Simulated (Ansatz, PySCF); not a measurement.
N2 (SMILES N#N) and GeH4 (SMILES [GeH4]) are pulled apart as rigid monomers along the line of their centres of mass, from the B3LYP-D3(BJ)/def2-TZVP minimum. Starting geometry (charge 0, multiplicity 1):
```json
[
 {"atom": "N", "x (Å)": "-0.4404", "y (Å)": "0.5123", "z (Å)": "0.1420"},
 {"atom": "N", "x (Å)": "-0.1151", "y (Å)": "1.1897", "z (Å)": "-0.6487"},
 {"atom": "Ge", "x (Å)": "0.1100", "y (Å)": "-0.3412", "z (Å)": "3.6003"},
 {"atom": "H", "x (Å)": "1.3343", "y (Å)": "0.2669", "z (Å)": "2.9004"},
 {"atom": "H", "x (Å)": "0.4435", "y (Å)": "-0.5942", "z (Å)": "5.0789"},
 {"atom": "H", "x (Å)": "-0.2610", "y (Å)": "-1.6683", "z (Å)": "2.9242"},
 {"atom": "H", "x (Å)": "-1.0714", "y (Å)": "0.6347", "z (Å)": "3.5030"}
]
```

Interaction energies with rigid monomers; basis-set methods are counterpoise corrected unless marked otherwise.

Frozen-core correlation. Filled d and f shells under p-block atoms count as core. Rows in 6-31G* carry no dispersion term and start afresh at each structure (6-31G* with six Cartesian d functions); the Pople sets are all-electron and without relativity.

Programs: Ansatz (a first-principles code); PySCF for 6-31G* rows. 

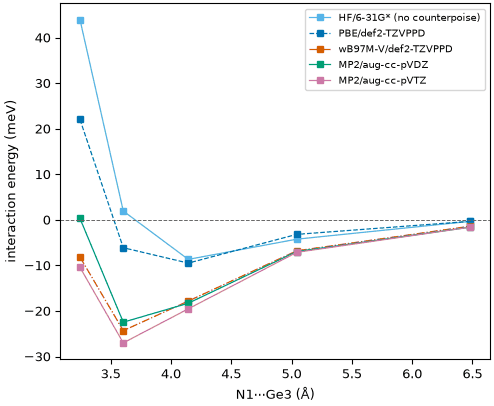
Figure. Interaction energy against separation

### Question
Which level binds most strongly at N1···Ge3 = 3.60, and by how much?

### Answer
MP2/aug-cc-pVTZ, -27 meV.
